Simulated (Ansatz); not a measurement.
## CsNa (built on the sites of a database entry of LiAg): relaxing the cell for a phonon run

Wanted: the relaxed cell of CsNa (built on the sites of a database entry of LiAg).

Program: Ansatz 0.2.0. Level of theory: DFT PBEsol, scalar-relativistic, plane waves, PAW. Results are calculated unless marked as measured.

The structure was built from a prototype and need not be the compound's stable phase.

### 1. Set-up

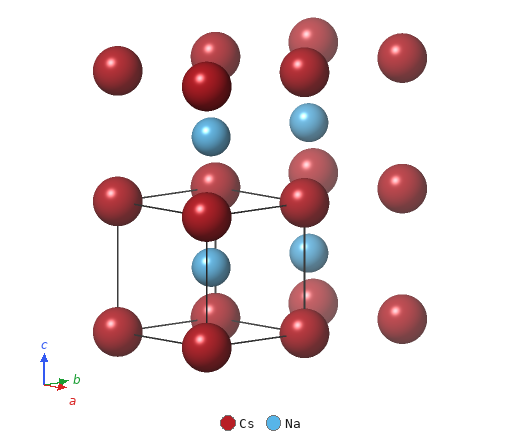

Start, viewed from a free direction; caesium red, sodium blue. 1×2×2 cells are drawn. Some periodic images of atoms are drawn too.

### 2. Probe on a coarse mesh

A quick single point on a coarse mesh tells whether the cell has a gap and how far it is from rest, which sets the k mesh and smearing that follow.

The input, input.yaml:

```yaml
crystal:
  lattice:
    - [4.49449, 0.0, 0.0]
    - [0.0, 4.49449, 0.0]
    - [0.0, 0.0, 4.49449]
  atoms:
    - { symbol: Cs, position: [0.0, 0.0, 0.0] }
    - { symbol: Na, position: [0.5, 0.5, 0.5] }
kpoints:
  mp_grid: { grid: [4, 4, 4] }
hamiltonian:
  xc: pbesol
scf:
  occupations: { method: gaussian, width: 0.1 }
output:
  forces: true
  stress: true
  eigenvalues: true
```

Command:

```console
> ansatz run input.yaml --threads 4 --pin off --max-ram 7168MiB --backend cpu --events-out ev --progress --plain --runs-dir out
```

Numbers of over 12 decimals in the logs are rounded to 6 here.

Output:

```text
Engine: ansatz 0.2.0, aarch64-unknown-linux-gnu
Pseudopotentials: kind: paw
Pseudopotential: Cs, paw, valence charge 9, recommended cutoff 420 eV (normal), Cs.paw.azcp
Pseudopotential: Na, paw, valence charge 9, recommended cutoff 420 eV (normal), Na.paw.azcp
Functional definition: PBEsol
  exchange = pbesol_x
  correlation = pbesol_c
Crystal: 2 atoms, lattice volume = 90.791 Å³
[...]
P = ⅓ Tr σ = 2.3863 GPa (23.863 kbar)
--- Band table (eV; the first three rows and the last of 10) ---
  k-point 0: bands = [... 5 lower, -5.3344, -5.3344, -5.3344, 1.9907, 5.7746, 5.7746, 9.5845, 9.5845]
  k-point 1: bands = [... 5 lower, -5.5956, -5.3110, -5.3110, 2.6641, 5.7057, 6.1007, 8.1452, 8.1452]
  k-point 2: bands = [... 5 lower, -5.8326, -5.2874, -5.2874, 3.9545, 4.4808, 6.5938, 7.5110, 7.5110]
  k-point 9: bands = [... 5 lower, -5.6700, -5.6700, -5.6700, 4.9046, 4.9046, 4.9046, 7.1197, 9.4079]
[key lines of the parts left out:]
SCF converged after 6 iterations
Free energy (F): -7061.331342 eV
Fermi energy:    4.470618 eV
```

The job ended after 0.41 s (4 threads of Arm Neoverse V2, shared host; peak memory 0.32 GiB; 1.1 s of CPU time).

Numbers from this step:

| Property | Result |
| --- | --- |
| pressure | 2.386 GPa |
| volume per atom | 45.40 Å³ |
| gap on the k-mesh | 0 eV |

The coarse mesh shows no gap and a pressure of 2.4 GPa.

### 3. Bringing the structure to rest

Harmonic phonons are second derivatives at a point where the forces vanish, and they are wanted at zero stress, so atoms and cell are relaxed first.

input.yaml, the sections that differ from step 2:

```yaml
kpoints:
  mp_grid: { grid: [8, 8, 8] }
output:
  forces: true
  stress: true
  eigenvalues: true
  write_density: true
  write_potential: true
  elf: true
  volumetric_format: npy
relax:
  adjacent_minimum: "off"
  f_tol: 0.005
  max_steps: 80
  cell: { stress_tol: 0.05 }
# crystal, hamiltonian, scf: as in step 2
```

Output:

```text
[...]
Crystal: 2 atoms, lattice volume = 90.791 Å³
Basis set: ecut = 420 eV, 1791 PW (Γ), exchange–correlation on 64×64×64 points (8 copies of the dense FFT grid, shifted against one another)
Bands: 13, of which v1, the nominal top of the filled ones, is band 9 counted from 1 (8 counted from 0)
Symmetry: 48 space group operations
[...]
k-points: 35 of 512
[...]
SCF iter   1: F=—  HF=-7061.377958 eV  |F-HF|=—  |Δ(HF+E_count)|=         —  Δρ=2.26e-3  dr2=8.47e-3  ethr=1.77e-3  ⟨swp⟩=6.1  Hψ=2766  notcnv=0
[...]
SCF iter   6: F=-7061.375400 eV  HF=-7061.375400 eV  |F-HF|=1.05e-8  |Δ(HF+E_count)|=   3.21e-7  Δρ=1.07e-5  dr2=6.23e-8  ethr=5.56e-10  ⟨swp⟩=10.4  Hψ=3376  notcnv=0
SCF 1 converged in 6 iterations: F = -7061.375400 eV  dr2 = 6.23e-8
[...]
relax step   1: F+E_penalty+E_count = -7061.37539963 eV  Δ(F+E_penalty+E_count) = +0.000e0 eV  max|allowed force component| = 2.082e-28 eV/Å  Δτ_max = 0.0000 Å  P = +2.596 GPa  Ω = 90.791 Å³  (6 SCF iters, dr2 threshold 1.00e-7 eV, accepted)
Crystal: 2 atoms, lattice volume = 97.504 Å³
Basis set: ecut = 420 eV, 1935 PW (Γ), exchange–correlation on 64×64×64 points (8 copies of the dense FFT grid, shifted against one another)
[...]
iter 1 solved again at ethr=6.87e-6 eV; its pass at ethr=3.10e-3 eV (dr2=1.24e-3 eV) is discarded
[...]
SCF iter   5: F=-7061.468548 eV  HF=-7061.468548 eV  |F-HF|=1.04e-8  |Δ(HF+E_count)|=   1.18e-7  Δρ=4.89e-6  dr2=2.61e-8  ethr=1.11e-9  ⟨swp⟩=10.1  Hψ=3404  notcnv=0
SCF 2 converged in 5 iterations: F = -7061.468548 eV  dr2 = 2.61e-8
relax step   2: F+E_penalty+E_count = -7061.46854847 eV  Δ(F+E_penalty+E_count) = -9.315e-2 eV  max|allowed force component| = 2.925e-29 eV/Å  Δτ_max = 0.0000 Å  P = +1.876 GPa  Ω = 97.504 Å³  energy of the carried Pulay correction = -4.258e-5 eV  (5 SCF iters, dr2 threshold 2.00e-7 eV, accepted)
Crystal: 2 atoms, lattice volume = 112.102 Å³
Basis set: ecut = 420 eV, 2109 PW (Γ), exchange–correlation on 64×64×64 points (8 copies of the dense FFT grid, shifted against one another)
[...]
SCF iter   6: F=-7061.584644 eV  HF=-7061.584644 eV  |F-HF|=3.39e-9  |Δ(HF+E_count)|=   3.40e-8  Δρ=2.22e-6  dr2=6.84e-9  ethr=1.11e-9  ⟨swp⟩=9.6  Hψ=3140  notcnv=0
SCF 3 converged in 6 iterations: F = -7061.584644 eV  dr2 = 6.84e-9
relax step   3: F+E_penalty+E_count = -7061.58464373 eV  Δ(F+E_penalty+E_count) = -1.161e-1 eV  max|allowed force component| = 5.210e-30 eV/Å  Δτ_max = 0.0000 Å  P = +0.765 GPa  Ω = 112.102 Å³  energy of the carried Pulay correction = -1.255e-4 eV  (6 SCF iters, dr2 threshold 2.00e-7 eV, accepted)
[...]
relax step   4: F+E_penalty+E_count = -7061.61845897 eV  Δ(F+E_penalty+E_count) = -3.382e-2 eV  max|allowed force component| = 7.001e-30 eV/Å  Δτ_max = 0.0000 Å  P = +0.112 GPa  Ω = 124.942 Å³  energy of the carried Pulay correction = -1.893e-4 eV  (6 SCF iters, dr2 threshold 2.00e-7 eV, accepted)
[...]
relax step   5: F+E_penalty+E_count = -7061.61933995 eV  Δ(F+E_penalty+E_count) = -8.810e-4 eV  max|allowed force component| = 1.159e-29 eV/Å  Δτ_max = 0.0000 Å  P = +0.003 GPa  Ω = 127.445 Å³  energy of the carried Pulay correction = -2.009e-4 eV  (6 SCF iters, dr2 threshold 3.14e-8 eV, accepted)
[...]
relax step   6: F+E_penalty+E_count = -7061.62819255 eV  Δ(F+E_penalty+E_count) = -8.853e-3 eV  max|allowed force component| = 6.894e-30 eV/Å  Δτ_max = 0.0000 Å  P = +0.146 GPa  Ω = 127.445 Å³  stress off target by 1.46e-1 GPa  SCF on the basis re-selected at this cell (its energy is not comparable with the rows above)  (8 SCF iters)
[...]
relax step   7: F+E_penalty+E_count = -7061.63018431 eV  Δ(F+E_penalty+E_count) = -1.992e-3 eV  max|allowed force component| = 5.059e-29 eV/Å  Δτ_max = 0.0000 Å  P = +0.042 GPa  Ω = 130.891 Å³  energy of the carried Pulay correction = -1.407e-5 eV  (6 SCF iters, dr2 threshold 5.33e-8 eV, accepted)
[...]
relax step   8: F+E_penalty+E_count = -7061.63037705 eV  Δ(F+E_penalty+E_count) = -1.927e-4 eV  max|allowed force component| = 3.139e-30 eV/Å  Δτ_max = 0.0000 Å  P = +0.002 GPa  Ω = 132.358 Å³  energy of the carried Pulay correction = -2.289e-5 eV  (7 SCF iters, accepted)
[...]
SCF iter   7: F=-7061.630390 eV  HF=-7061.630390 eV  |F-HF|=9.09e-13  |Δ(HF+E_count)|=  2.55e-11  Δρ=5.75e-8  dr2=9.40e-12  ethr=1.00e-12  ⟨swp⟩=5.9  Hψ=1864  notcnv=0
SCF 9 converged in 7 iterations: F = -7061.630390 eV  dr2 = 9.40e-12
relax step   9: F+E_penalty+E_count = -7061.63038977 eV  Δ(F+E_penalty+E_count) = -1.272e-5 eV  max|allowed force component| = 5.740e-30 eV/Å  Δτ_max = 0.0000 Å  P = +0.001 GPa  Ω = 132.358 Å³  stress off target by 1.36e-3 GPa  SCF on the basis re-selected at this cell (its energy is not comparable with the rows above)  (7 SCF iters)
[...]
SCF converged after 7 iterations
Free energy (F): -7061.630390 eV
[...]
Internal energy: -7061.625347 eV  (E = F + TS)
E sigma→0 (E₀):  -7061.627869 eV
Entropy (-TS):   -0.005042 eV (-2.521 meV/atom)
Fermi energy:    2.414507 eV
[...]
--- Stress (GPa, compression-positive) ---
        0.001356       0.000000      -0.000000
        0.000000       0.001356      -0.000000
       -0.000000      -0.000000       0.001356
  P = ⅓ Tr σ = 0.0014 GPa (0.014 kbar)
--- Band table (eV; the first three rows and the last of 35) ---
  k-point 0: bands = [... 5 lower, -7.6845, -7.6845, -7.6845, 0.2623, 3.9144, 3.9144, 6.2288, 6.2288]
  k-point 1: bands = [... 5 lower, -7.7081, -7.6824, -7.6824, 0.3823, 3.8278, 3.9804, 5.9053, 5.9053]
  k-point 2: bands = [... 5 lower, -7.7641, -7.6774, -7.6774, 0.7256, 3.3959, 4.1648, 5.4734, 5.4734]
  k-point 34: bands = [... 5 lower, -7.7969, -7.7969, -7.7969, 3.0819, 3.0819, 3.0819, 4.1590, 5.8026]
--- Relaxed structure (7 steps of the walk, 7 accepted, 2 SCFs on fresh bases) ---
  F+E_penalty+E_count = -7061.63038977 eV   max|allowed force component| = 5.740e-30 eV/Å   (the final SCF, on the basis selected at the relaxed cell)
  cell:  # Å, volume = 132.3583 Å³
    - [5.096247, 0, 0]
    - [0, 5.096247, 0]
    - [0, 0, 5.096247]
  atoms:
    - { symbol: Cs, position: [0, 0, 0] }
    - { symbol: Na, position: [0.5, 0.5, 0.5] }
```

It took 8.4 s on 4 threads; peak memory 0.44 GiB; 31 s of CPU time.

Step by step:

```
step  energy less that of the first step (eV)  largest force component (eV/Å)  pressure (GPa)  volume (Å³)
   1                                   0.0000                          0.0000            2.60        90.79
   2                                  -0.0931                          0.0000            1.88        97.50
   3                                  -0.2092                          0.0000            0.77       112.10
   4                                  -0.2431                          0.0000            0.11       124.94
   5                                  -0.2439                          0.0000            0.00       127.44
  6*                                  -0.2528                          0.0000            0.15       127.44
   7                                  -0.2548                          0.0000            0.04       130.89
   8                                  -0.2550                          0.0000            0.00       132.36
  9*                                  -0.2550                          0.0000            0.00       132.36
```

Relaxation steps marked * repeat the geometry before them on a plane-wave basis chosen anew for their cell, so energy and pressure can jump there.

Forces are held to the 48 operations that the run works with; a distortion that breaks them can't arise in this run.

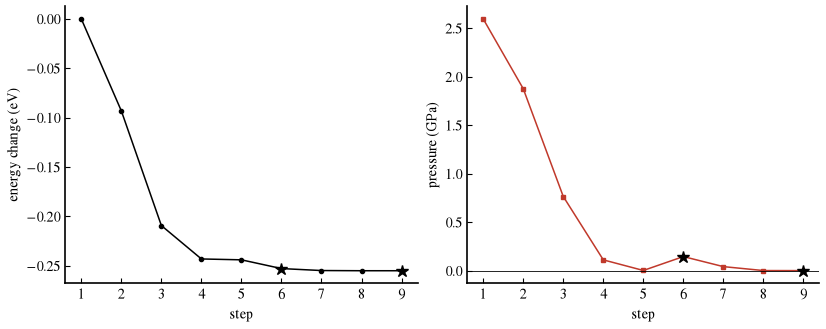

Energy and pressure along the relaxation. Stars mark steps on a basis chosen anew.

| cell as run | before | after | change |
| --- | --- | --- | --- |
| a (Å) | 4.494 | 5.096 | +13.4 % |
| b (Å) | 4.494 | 5.096 | +13.4 % |
| c (Å) | 4.494 | 5.096 | +13.4 % |
| volume (Å³/atom) | 45.40 | 66.18 | +45.8 % |

Final coordinates:

```xyz
2
Lattice="5.0962 0.0000 0.0000 0.0000 5.0962 0.0000 0.0000 0.0000 5.0962" Properties=species:S:1:pos:R:3 pbc="T T T"
Cs    0.0000    0.0000    0.0000
Na    2.5481    2.5481    2.5481
```

This step gave:

```
pressure        : 0.001356 GPa
volume per atom : 66.18 Å³
```

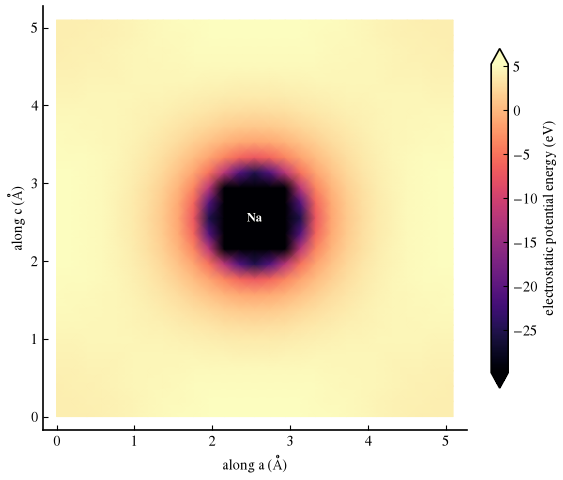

Electrostatic potential energy in the ac plane at fractional y = 0.500, with atoms of Na within 0.2 Å of it. With pseudopotentials it is smooth inside the atoms' cores, unlike the true potential.

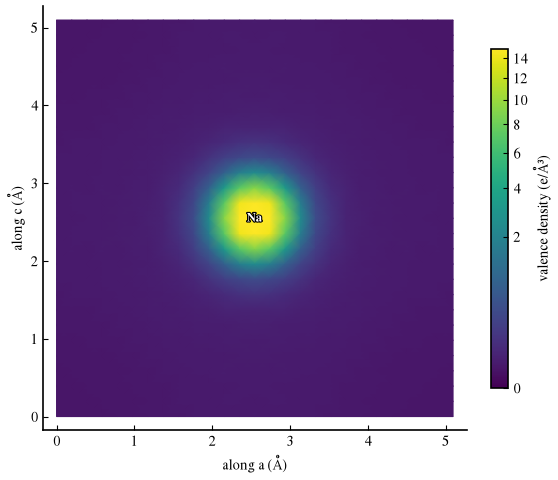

Valence density in the ac plane at fractional y = 0.500, with atoms of Na within 0.2 Å of it. It is the smooth field of the valence electrons, not physical close to the nuclei. The colour scale is stretched toward low values.

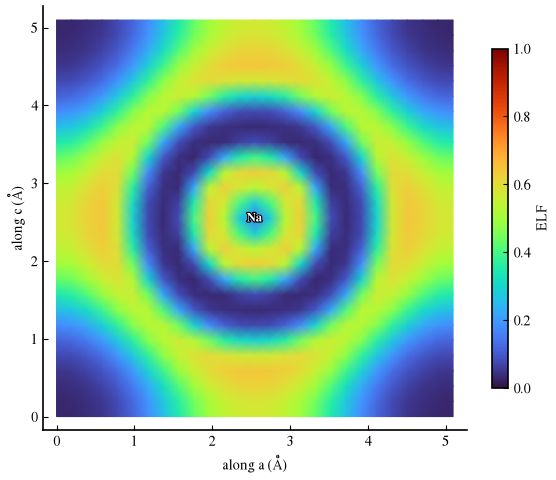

ELF in the ac plane at fractional y = 0.500, with atoms of Na within 0.2 Å of it. It is the smooth field of the valence electrons, not physical close to the nuclei.

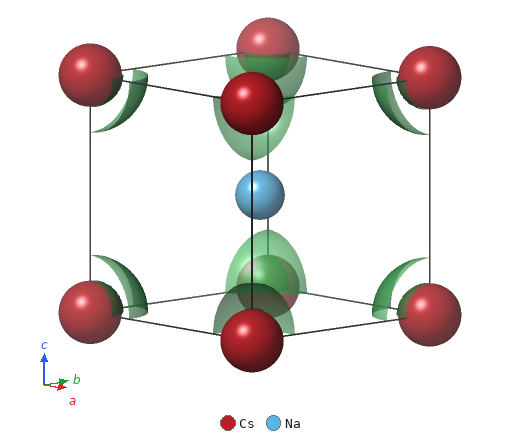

Surface of ELF = 0.81.

In this step the volume went from 45.40 to 66.18 Å³/atom.

### 4. Bringing the structure to rest

The relaxation is repeated from its end on the same settings, as a check that it has come to rest.

input.yaml, the sections that differ from step 3:

```yaml
crystal:
  lattice:
    - [5.0962465328, 0.0, 0.0]
    - [0.0, 5.0962465328, 0.0]
    - [0.0, 0.0, 5.0962465328]
  atoms:
    - { symbol: Cs, position: [0.0, 0.0, 0.0] }
    - { symbol: Na, position: [0.5, 0.5, 0.5] }
output:
  forces: true
  stress: true
  eigenvalues: true
# kpoints, hamiltonian, scf, relax: as in step 3
```

Output:

```text
[...]
Crystal: 2 atoms, lattice volume = 132.358 Å³
Basis set: ecut = 420 eV, 2553 PW (Γ), exchange–correlation on 72×72×72 points (8 copies of the dense FFT grid, shifted against one another)
Bands: 13, of which v1, the nominal top of the filled ones, is band 9 counted from 1 (8 counted from 0)
Symmetry: 48 space group operations
[...]
k-points: 35 of 512
[...]
k-point 34: bands = [... 5 lower, -7.7969, -7.7969, -7.7969, 3.0819, 3.0819, 3.0819, 4.1590, 5.8026]
--- Relaxed structure (1 steps of the walk, 1 accepted, 1 SCFs on fresh bases) ---
[...]
cell:  # Å, volume = 132.3583 Å³
    - [5.0962465328, 0.0, 0.0]
    - [0.0, 5.0962465328, 0.0]
    - [0.0, 0.0, 5.0962465328]
  atoms:
    - { symbol: Cs, position: [0.0, 0.0, 0.0] }
    - { symbol: Na, position: [0.5, 0.5, 0.5] }
[key lines of the parts left out:]
SCF converged after 5 iterations
Free energy (F): -7061.630390 eV
Fermi energy:    2.414508 eV
P = ⅓ Tr σ = 0.0014 GPa (0.014 kbar)
```

Elapsed: 2.3 s, on 4 threads; peak memory 0.43 GiB; 8.2 s of CPU time.

Little changed from the start: no atom moved by 0.005 Å and no cell edge by 0.1 %.

In this step the volume went from 66.18 to 66.18 Å³/atom.

### 5. Tight relaxation

Phonons need a cell at rest on their own settings, so the relaxation is repeated with tight tolerances on forces and stress on the k mesh and occupations of the first response run.

input.yaml, the sections that differ from step 4:

```yaml
scf:
  occupations: { method: methfessel_paxton, width: 0.15 }
relax:
  adjacent_minimum: "off"
  f_tol: 0.001
  max_steps: 60
  cell: { stress_tol: 0.01 }
# crystal, kpoints, hamiltonian, output: as in step 4
```

Output:

```text
[...]
Crystal: 2 atoms, lattice volume = 132.358 Å³
Basis set: ecut = 420 eV, 2553 PW (Γ), exchange–correlation on 72×72×72 points (8 copies of the dense FFT grid, shifted against one another)
Bands: 13, of which v1, the nominal top of the filled ones, is band 9 counted from 1 (8 counted from 0)
Symmetry: 48 space group operations
[...]
k-points: 35 of 512
[...]
k-point 34: bands = [... 5 lower, -7.7981, -7.7981, -7.7981, 3.0820, 3.0820, 3.0820, 4.1597, 5.8028]
--- Relaxed structure (1 steps of the walk, 1 accepted, 1 SCFs on fresh bases) ---
[...]
cell:  # Å, volume = 132.3583 Å³
    - [5.0962465328, 0.0, 0.0]
    - [0.0, 5.0962465328, 0.0]
    - [0.0, 0.0, 5.0962465328]
  atoms:
    - { symbol: Cs, position: [0.0, 0.0, 0.0] }
    - { symbol: Na, position: [0.5, 0.5, 0.5] }
[key lines of the parts left out:]
SCF converged after 6 iterations
Free energy (F): -7061.628035 eV
Fermi energy:    2.412276 eV
P = ⅓ Tr σ = -0.0012 GPa (-0.012 kbar)
```

Wall time 2.3 s (4 threads); peak memory 0.43 GiB; 8.4 s of CPU time.

Little changed from the start: no atom moved by 0.005 Å and no cell edge by 0.1 %.

This step gave:

| Quantity | Value |
| --- | --- |
| pressure | -0.001214 GPa |

The forces vanish by symmetry and the pressure is -0.001 GPa, within the tolerances set. The cell now holds 66.18 Å³/atom.

### 6. Summary of results

- space group after relaxation (within 0.01 Å): Pm-3m
- lattice constant a: 5.096 Å
- lattice constant b: 5.096 Å
- lattice constant c: 5.096 Å
- volume per atom: 66.2 Å³

In words: The forces vanish by symmetry and the pressure is -0.001 GPa, within the tolerances set. The cell now holds 66.18 Å³/atom. The relaxation keeps the symmetry of its start, so it says nothing on stability against lower symmetry. Spin-orbit coupling is left out, which can matter for the heavy elements here. The starting cell was built on a prototype and not taken from a measurement, so the phase need not exist.

[Logs are printed without paths, hosts, clocks, repeated set-up lines and the standing remarks that a program may print on its own settings, such as how far it seeks lower states.]

[Hosts, paths, dates, database ids (printed as entryN), source tags and the programs' standing remarks are cut or masked in the printed files.]
